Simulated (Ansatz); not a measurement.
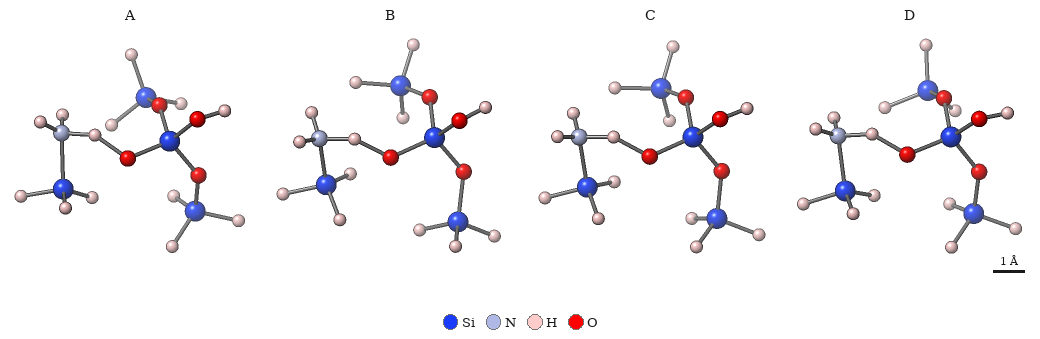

4 geometries from one constrained relaxation of Si4NH13O4, in shuffled order. Style: ball-and-stick. Shown at a tilt.

The reaction that was planned forms Si1–O4, N2–H3 and breaks Si1–N2, H3–O4 (atoms numbered from 1 in input order).

The calculation used RKS PBE0-D4/def2-SVP (Ansatz). Set-up: held fixed: the distance between atoms 1 (Si) and 4 (O), the distance between atoms 2 (N) and 3 (H), the distance between atoms 1 (Si) and 2 (N), the distance between atoms 3 (H) and 4 (O), counting from 1; force threshold 0.04 eV/Å; at most 150 steps.

> Put them in the order of the run, from the start to the converged end.

A, D, C, B. They are steps 0, 8, 18, 32, at +9.61 kcal/mol, +0.83 kcal/mol, +0.38 kcal/mol relative to the last. After 31 accepted moves (32 points after the start) the energy has fallen by 9.61 kcal/mol. The largest force component goes from 1.2 to 0.032 eV/Å. The line search rejected the trial step at point 31 of the run. The forces were under the threshold at step 20, but the run went on from there. The atom that moves furthest after the best rigid fit is an H atom (1.70 Å). Largest moves by element: H 1.70 Å, Si 0.62 Å, O 0.45 Å, N 0.28 Å. Near-neighbour distances that change, for instance: O–Si 1.604 → 1.657 Å, O–Si 1.568 → 1.602 Å, H–Si 1.462 → 1.495 Å, H–Si 1.448 → 1.479 Å. Among the angles between lasting bonds that change: Si–O–Si 144.8° → 135.8°, Si–O–Si 140.5° → 132.2°, O–Si–H 102.9° → 109.3°. Groups turn about O–Si by about 60°, O–Si by about 40°, O–Si by about 20°.
